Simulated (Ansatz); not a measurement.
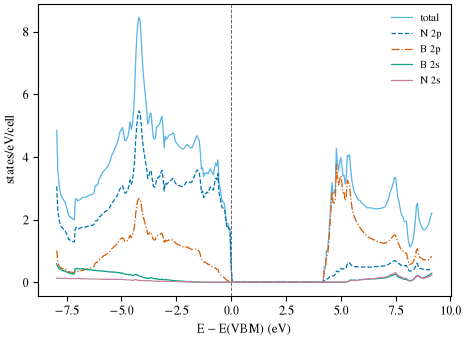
Fig. 1. Total and projected density of states of BN in space group P6_3mc (No. 186; Pearson symbol hP12), PBE+D3(BJ) (plane waves, PAW; program Ansatz)

Q: Which orbitals carry the states next to the gap?

A: Top 1 eV of the valence band: N 2p 90 %, B 2p 10 %. Bottom 1 eV of the conduction band: B 2p 87 %, N 2p 10 %. Projections are on Löwdin-orthogonalised atomic valence shells; empty p or d shells of many metals are not among them.

Q: Where is the tallest occupied peak in this window, and what makes it?

A: Near -4.2 eV, about 8.5 states/eV per cell; the largest projected share is N 2p.

The start of the workflow was typed in or built on a structure type. Its sites differ from those of the usual phase in this space group: another stacking or structure type. The cell was relaxed with PBE+D3(BJ) under the symmetry of its start; its stability against distortions is not shown here.

Potentials: the earlier of the program's two PAW sets.
